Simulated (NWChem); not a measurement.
# One shape, several levels: C2H7Ga (SMILES [CH3][GaH][CH3])

Wanted: a comparison of 5 runs (HF/def2-SVP, PBE0/def2-SVP, SVWN5/def2-SVP, MP2/def2-SVP, CCSD(T)/def2-SVP) of C2H7Ga. 

Program for the calculation: NWChem 7.3.0.

3 further runs of the same task are left out: 2 that didn't finish, 1 set aside as unsound or not needed. Runs told in other sessions of the task aren't counted.

## (1) The structure to begin with

C2H7Ga: 10 atoms, total charge 0, spin state singlet. SMILES: `[CH3][GaH][CH3]`. The C1–H4 distance was set to 1.643 Å, away from the relaxed value. At this shape a bond of the SMILES string is far longer than usual.

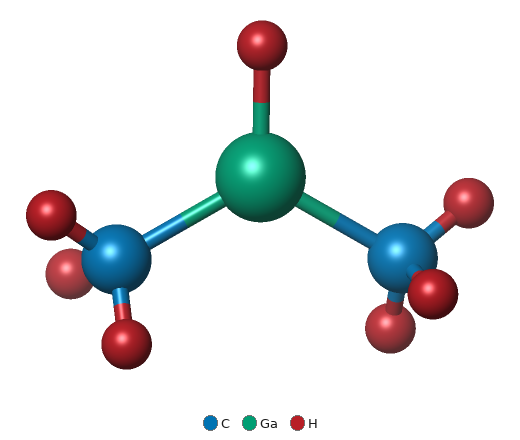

The structure, seen from a chosen angle (carbon blue, gallium teal, hydrogen red).

## (2) The energy at HF/def2-SVP (run 1)

The input, run.py:

```python
from ase import Atoms
from ase.calculators.nwchem import NWChem

system = Atoms(['C', 'Ga', 'C', 'H', 'H', 'H', 'H', 'H', 'H', 'H'], positions=[
    [-0.828242, 1.407109, -0.293585],
    [0.884158, 0.530409, 0.136915],
    [0.916658, -1.057191, 1.305115],
    [-1.533700, 0.614200, -1.548200],
    [-0.700242, 2.448109, -0.593285],
    [-1.524542, 1.359509, 0.546815],
    [2.232458, 1.100809, -0.454385],
    [0.922858, -0.729691, 2.350515],
    [1.804458, -1.671591, 1.148715],
    [0.025558, -1.673991, 1.168315],
])

calc = NWChem(
    label='c2h7ga',
    theory='scf',
    memory='2200 mb',
    basis='def2-SVP',
    basispar='spherical bse',
    scf={'nopen': '0', 'rhf': None, 'thresh': '1e-08', 'maxiter': '80'},
    task='energy',
)
system.calc = calc

e = system.get_potential_energy()
print(f"E = {e:.6f} eV")
print("dipole (e A):", system.get_dipole_moment().round(4))
```

Launch:

```bash
$ export ASE_NWCHEM_COMMAND="nwchem PREFIX.nwi > PREFIX.nwo"
$ python run.py
```

The log of the run:

```text
E = -54495.277457 eV
dipole (e A): [-0.0234  0.0235  0.1695]
```

The calculator wrote c2h7ga.nwi:

```
title "c2h7ga"

permanent_dir c2h7ga

scratch_dir c2h7ga

start c2h7ga

geometry units angstrom nocenter noautosym noautoz
  C  -8.2824200000000003e-01 1.4071089999999999e+00 -2.9358499999999998e-01
  Ga 8.8415800000000000e-01 5.3040900000000002e-01 1.3691500000000001e-01
  C  9.1665799999999997e-01 -1.0571910000000000e+00 1.3051150000000000e+00
  H  -1.5337000000000001e+00 6.1419999999999997e-01 -1.5482000000000000e+00
  H  -7.0024200000000003e-01 2.4481090000000001e+00 -5.9328499999999995e-01
  H  -1.5245420000000001e+00 1.3595090000000001e+00 5.4681500000000005e-01
  H  2.2324579999999998e+00 1.1008089999999999e+00 -4.5438499999999998e-01
  H  9.2285799999999996e-01 -7.2969099999999998e-01 2.3505150000000001e+00
  H  1.8044579999999999e+00 -1.6715910000000000e+00 1.1487149999999999e+00
  H  2.5558000000000001e-02 -1.6739910000000000e+00 1.1683150000000000e+00
end

memory 2200 mb

basis spherical bse noprint
   * library def2-SVP
end

scf
  nopen 0
  rhf
  thresh 1e-08
  maxiter 80
end

task scf energy
```

c2h7ga.nwo:

```text
Northwest Computational Chemistry Package (NWChem) 7.3.0
             --------------------------------------------------------

           Job information
           ---------------

    nwchem branch   = 7.3.0
    use scalapack   = T
    input           = c2h7ga.nwi
    prefix          = c2h7ga.
    data base       = c2h7ga/c2h7ga.db
    status          = startup
    nproc           =        1

           Memory information
           ------------------

    heap     =     72089598 doubles =      550.0 Mbytes
    stack    =     72089595 doubles =      550.0 Mbytes
    global   =    144179200 doubles =     1100.0 Mbytes (distinct from heap & stack)
    total    =    288358393 doubles =     2200.0 Mbytes
    verify   = yes
    hardfail = no

[... 134 lines left out ...]
 Convergence threshold     :          1.000E-08
[... 13 lines left out ...]
       Final RHF  results
[... 3 lines left out ...]
      One-electron energy =  -3150.370013569179
[... 1 line left out ...]
 Nuclear repulsion energy =    180.261102221301
[... 43 lines left out ...]
                       ROHF Final Molecular Orbital Analysis
[... 229 lines left out ...]
  Mulliken analysis of the total density
  --------------------------------------

    Atom       Charge   Shell Charges
 -----------   ------   -------------------------------------------------------
    1 C    6     6.42   1.99  0.86  0.43  1.87  1.24  0.02
    2 Ga  31    30.29   2.00  2.00  2.00  0.89  0.09  6.00  5.98  0.89  0.31  8.11  1.82  0.20
    3 C    6     6.40   1.99  0.83  0.34  2.03  1.19  0.02
[... 6 lines of this table left out ...]
   10 H    1     0.95   0.74  0.18  0.03

       Multipole analysis of the density wrt the origin
       ------------------------------------------------

     L   x y z        total         open         nuclear
     -   - - -        -----         ----         -------
     0   0 0 0     -0.000000      0.000000     50.000000

     1   1 0 0     -0.044263      0.000000     55.116205
[... 8 lines of this table left out ...]
     2   0 0 2    -23.598880      0.000000     81.356097

 Task  times  cpu:       27.8s     wall:       27.8s
 Total times  cpu:       27.8s     wall:       27.8s
```

It took 29 s on 1 thread of Intel Xeon Platinum 8259CL at 2.50GHz (Skylake/Cascade Lake), shared host; peak memory 0.099 GiB.

## (3) The energy at PBE0/def2-SVP (run 2)

run.py, as its differences from that of step 2:

```diff
@@ -18,3 +18,3 @@
     label='c2h7ga',
-    theory='scf',
+    theory='dft',
     memory='2200 mb',
@@ -22,3 +22,3 @@
     basispar='spherical bse',
-    scf={'nopen': '0', 'rhf': None, 'thresh': '1e-08', 'maxiter': '80'},
+    dft={'xc': 'pbe0', 'mult': '1', 'grid': 'fine', 'convergence': 'energy 1e-08', 'iterations': '100', 'mulliken': None},
     task='energy',
```

Launch:

```bash
$ export ASE_NWCHEM_COMMAND="nwchem PREFIX.nwi > PREFIX.nwo"
$ python run.py
```

The log of the run:

```text
E = -54546.148693 eV
dipole (e A): [-0.0745 -0.0089  0.1297]
```

The calculator wrote c2h7ga.nwi:

```
title "c2h7ga"

permanent_dir c2h7ga

scratch_dir c2h7ga

start c2h7ga

geometry units angstrom nocenter noautosym noautoz
  C  -8.2824200000000003e-01 1.4071089999999999e+00 -2.9358499999999998e-01
  Ga 8.8415800000000000e-01 5.3040900000000002e-01 1.3691500000000001e-01
  C  9.1665799999999997e-01 -1.0571910000000000e+00 1.3051150000000000e+00
  H  -1.5337000000000001e+00 6.1419999999999997e-01 -1.5482000000000000e+00
  H  -7.0024200000000003e-01 2.4481090000000001e+00 -5.9328499999999995e-01
  H  -1.5245420000000001e+00 1.3595090000000001e+00 5.4681500000000005e-01
  H  2.2324579999999998e+00 1.1008089999999999e+00 -4.5438499999999998e-01
  H  9.2285799999999996e-01 -7.2969099999999998e-01 2.3505150000000001e+00
  H  1.8044579999999999e+00 -1.6715910000000000e+00 1.1487149999999999e+00
  H  2.5558000000000001e-02 -1.6739910000000000e+00 1.1683150000000000e+00
end

memory 2200 mb

basis spherical bse noprint
   * library def2-SVP
end

dft
  xc pbe0
  mult 1
  grid fine
  convergence energy 1e-08
  iterations 100
  mulliken
end

task dft energy
```

c2h7ga.nwo:

```text
Northwest Computational Chemistry Package (NWChem) 7.3.0
             --------------------------------------------------------

           Job information
           ---------------

    nwchem branch   = 7.3.0
    use scalapack   = T
    input           = c2h7ga.nwi
    prefix          = c2h7ga.
    data base       = c2h7ga/c2h7ga.db
    status          = startup
    nproc           =        1

           Memory information
           ------------------

    heap     =     72089600 doubles =      550.0 Mbytes
    stack    =     72089597 doubles =      550.0 Mbytes
    global   =    144179200 doubles =     1100.0 Mbytes (distinct from heap & stack)
    total    =    288358397 doubles =     2200.0 Mbytes
    verify   = yes
    hardfail = no

[... 103 lines left out ...]
  convergence criterion.
[... 18 lines left out ...]
          Convergence on density requested:  1.00D-05
[... 24 lines left out ...]
          Convergence Information
[... 58 lines left out ...]
   convergence    iter        energy       DeltaE   RMS-Dens  Diis-err    time
[... 13 lines left out ...]
           Coulomb energy =     1052.892709592187
[... 7 lines left out ...]
                       DFT Final Molecular Orbital Analysis
[... 695 lines left out ...]
 center of mass
 --------------
 x =   1.19527056 y =   0.79793210 z =   0.45767332

 moments of inertia (a.u.)
 ------------------
         295.945214602092          93.003285672683         -55.553464112310
          93.003285672683         267.913715804673         123.363050428046
         -55.553464112310         123.363050428046         360.627416832033

     Multipole analysis of the density
     ---------------------------------

     L   x y z        total         alpha         beta         nuclear
     -   - - -        -----         -----         ----         -------
     0   0 0 0     -0.000000    -25.000000    -25.000000     50.000000

     1   1 0 0     -0.140790    -27.628498    -27.628498     55.116205
[... 8 lines of this table left out ...]
     2   0 0 2    -22.886907    -52.121502    -52.121502     81.356097

 Task  times  cpu:       24.9s     wall:       24.9s
 Total times  cpu:       24.9s     wall:       24.9s
```

It took 26 s on 1 thread of Intel Xeon Platinum 8259CL at 2.50GHz (Skylake/Cascade Lake), shared host; peak memory 0.12 GiB.

Run 3 isn't shown in full; the table further down has it.

## (4) A single-point energy at MP2/def2-SVP (run 4)

The input, c2h7ga.nw:

```
start c2h7ga
title "C2H7Ga"
memory total 2200 mb
geometry units atomic noautosym nocenter noautoz
   C  -1.56515054  2.65905064 -0.55479524
   Ga  1.67081647  1.00232774  0.25873185
   C   1.73223257 -1.99780145  2.46630991
   H  -2.89827296  1.16066979 -2.92567399
   H  -1.32326560  4.62625553 -1.12114616
   H  -2.88096685  2.56909967  1.03333059
   H   4.21873420  2.08022753 -0.85866321
   H   1.74394887 -1.37891615  4.44182960
   H   3.40993142 -3.15884918  2.17075675
   H   0.04829762 -3.16338453  2.20779538
end
basis "ao basis" spherical bse
   * library def2-SVP
end
scf
   thresh 1e-08
   maxiter 80
   print low
end
mp2
   freeze core 11
   tight
end
task mp2 energy
```

Launch:

```bash
$ nwchem c2h7ga.nw > c2h7ga.out
```

The log of the run:

```text
[...]
  functions       =    95
[...]
  wavefunction    = RHF
[...]
         Total SCF energy =  -2002.664524626241
      One-electron energy =  -3150.369987440753
      Two-electron energy =    967.444373469497
 Nuclear repulsion energy =    180.261089345015
        Time for solution =     27.1s
[...]
          Total MP2 energy         -2003.182951627679
[...]
```

It took 34 s on 1 thread of Intel Xeon Platinum 8259CL at 2.50GHz (Skylake/Cascade Lake), shared host; peak memory 0.26 GiB.

## (5) A single-point energy at CCSD(T)/def2-SVP (run 5)

The input, c2h7ga.nw:

```
start c2h7ga
memory total 2200 mb
geometry units angstrom noautosym nocenter noautoz
   C    -0.828242    1.407109   -0.293585
   Ga    0.884158    0.530409    0.136915
   C     0.916658   -1.057191    1.305115
   H    -1.533700    0.614200   -1.548200
   H    -0.700242    2.448109   -0.593285
   H    -1.524542    1.359509    0.546815
   H     2.232458    1.100809   -0.454385
   H     0.922858   -0.729691    2.350515
   H     1.804458   -1.671591    1.148715
   H     0.025558   -1.673991    1.168315
end
basis "ao basis" spherical bse
   * library def2-SVP
end
scf
   thresh 1e-08
   maxiter 80
end
ccsd
   freeze core 11
   maxiter 60
end
task ccsd(t)
```

Launch:

```bash
$ nwchem c2h7ga.nw > c2h7ga.out
```

The log of the run:

```text
[...]
  functions       =    95
[...]
  wavefunction    = RHF
[...]
         Total SCF energy =  -2002.664524645803
      One-electron energy =  -3150.370013569004
      Two-electron energy =    967.444386701899
 Nuclear repulsion energy =    180.261102221302
        Time for solution =     27.3s
[...]
 Total MP2 energy:          -2003.182951646022502
[...]
             energy      energy      error      ampl     ampl      Block
                                                time     time      time
[...]
 Total CCSD energy:          -2003.218082016245489
[...]
 Total CCSD+T(CCSD) energy:          -2003.237811868436893
[...]
 Total CCSD(T) energy:               -2003.235890189209840
[...]
```

Wall time 4.8 min (1 thread of Intel Xeon Platinum 8259CL at 2.50GHz (Skylake/Cascade Lake), shared host); peak memory 0.32 GiB.

## (6) Overview of the runs

| run | level | iteration cap | module | energy (Eh) | dipole moment (D) of the reference | HOMO energy (eV) | LUMO energy (eV) | wall time |
| --- | --- | --- | --- | --- | --- | --- | --- | --- |
| 1 | HF/def2-SVP | 80 | scf | -2002.664525 | 0.83 | -10.60 | 1.65 | 29 s |
| 2 | PBE0/def2-SVP | 100 | dft | -2004.534008 | 0.72 | -7.71 | -1.23 | 26 s |
| 3 | SVWN5/def2-SVP | 100 | dft | -2001.085461 | 0.76 | -6.56 | -2.23 | 23 s |
| 4 | MP2/def2-SVP | 80 | mp2 | -2003.182952 | – | – | – | 34 s |
| 5 | CCSD(T)/def2-SVP | 80 | ccsd(t) | -2003.235890 | – | -10.60 | 1.65 | 4.8 min |

## (7) Summary of results

| quantity | value |
| --- | --- |
| run 5: total energy | -2003.23589 Eh |
| run 5: HOMO energy (Hartree–Fock orbitals) | -10.60 eV |
| run 5: LUMO energy (Hartree–Fock orbitals) | 1.65 eV |
| run 5: HOMO–LUMO gap (Hartree–Fock orbitals) | 12.25 eV |
| run 5: correlation energy (11 core orbitals frozen) | -571.4 mEh |
| run 5: (T) correction | -17.81 mEh |

What this shows: Below the HF energy at the same shape and in the same basis (def2-SVP): MP2 -518.4 mEh; CCSD(T) -571.4 mEh. Over runs 1, 2, 3 the dipole moment (its size) runs from 0.72 D (PBE0/def2-SVP) to 0.83 D (HF/def2-SVP). Over runs 1, 2, 3 the HOMO–LUMO gap runs from 4.33 eV (SVWN5/def2-SVP) to 12.25 eV (HF/def2-SVP). Exact exchange widens orbital gaps. Totals of different functionals can't be ranked against each other. In all runs a closed-shell determinant meets a far-stretched bond; if it breaks into open shells, such a determinant describes it badly, and no broken-symmetry solution was shown. All runs together took 6.7 min, the longest 4.8 min.
